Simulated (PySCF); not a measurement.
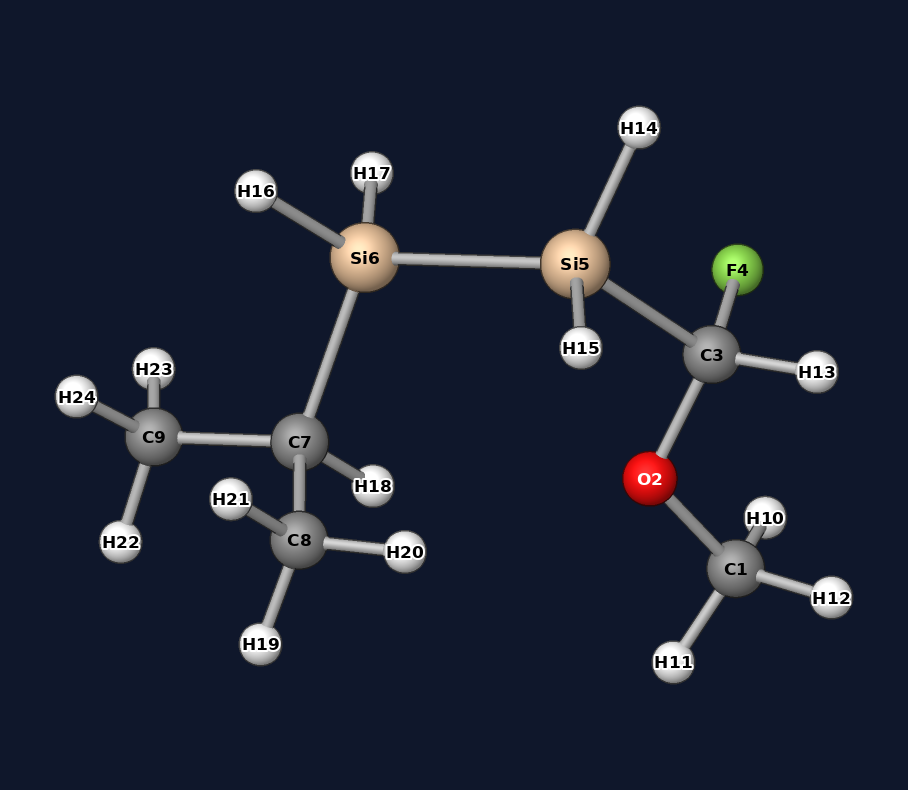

The questions are on isotropic NMR shieldings of the H atoms. Computed geometry: GFN2-xTB optimisation. No frequency run is at hand to confirm it as a minimum. Properties computed with GIAO PBE0/pcSseg-1 NMR shielding, non-relativistic, gas phase (PySCF 2.14.0).

> Which H atom is the most shielded (lowest chemical shift)?

H21 (30.93 ppm).

> Which H atom is the least shielded (highest chemical shift)?

H13 (25.90 ppm).

> How wide is the range of H shifts?

5.03 ppm.

Give the isotropic NMR shieldings of the H atoms atom by atom.

```csv
atom,σ (ppm)
H10,27.56
H11,27.90
H12,28.53
H13,25.90
H14,27.90
H15,27.80
H16,28.14
H17,27.60
H18,30.24
H19,30.53
H20,30.14
H21,30.93
H22,30.38
H23,30.28
H24,30.83
```

The geometry is semi-empirical. Around Si such bond lengths and angles can be off by a tenth of an ångström or more and by several degrees, and values that hang on the shape move with them.
